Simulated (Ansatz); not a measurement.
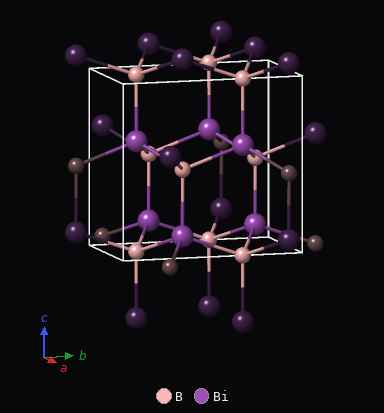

The image is a ball-and-stick drawing of a crystal, viewed slightly off an axis. The frame is the conventional unit cell; atoms at its boundary are shown with their periodic copies. Atoms outside the box are added where they are bonded to one inside, in fainter colours.

BiB, space group Cmc2_1 (No. 36), a = 4.020 Å, b = 6.695 Å, c = 6.375 Å, α = 90.00°, β = 90.00°, γ = 90.00°. Source of the structure: a structure type filled with these elements by a generator (whether the compound takes this form wasn't checked). The cell was then strained or its atoms displaced on purpose. Ansatz was used for an electronic-structure calculation on it.

This one geometry was computed with Ansatz (DFT, plane waves, PAW) at three levels of theory: HSE06, PBE and r2SCAN. It was relaxed with r2SCAN and then strained.

**Which level gives the highest pressure at this volume, and what does that say about its equilibrium volume?**

Highest: PBE (-1.5 GPa), which points to the largest equilibrium volume. Lowest, with the smallest volume: HSE06 (-4.5 GPa). Levels within 0.5 GPa of each other can't be told apart.

**How does the band gap change with the level of theory?**

PBE: a gap of 0.06 eV, indirect; HSE06: a gap of 0.07 eV, direct; r2SCAN: a gap of 0.16 eV, indirect.

**Collect the results in a table.**

| level | cutoff (eV) | k-mesh of the run's cell | gap (eV) | pressure (GPa) |
| --- | --- | --- | --- | --- |
| HSE06 | 420 | 6×6×4 | 0.07 | -4.5 |
| PBE | 420 | 8×8×4 | 0.06 | -1.5 |
| r2SCAN | 500 | 8×8×4 | 0.16 | -2.8 |

Gaps are taken on the k-mesh or band path of each run.
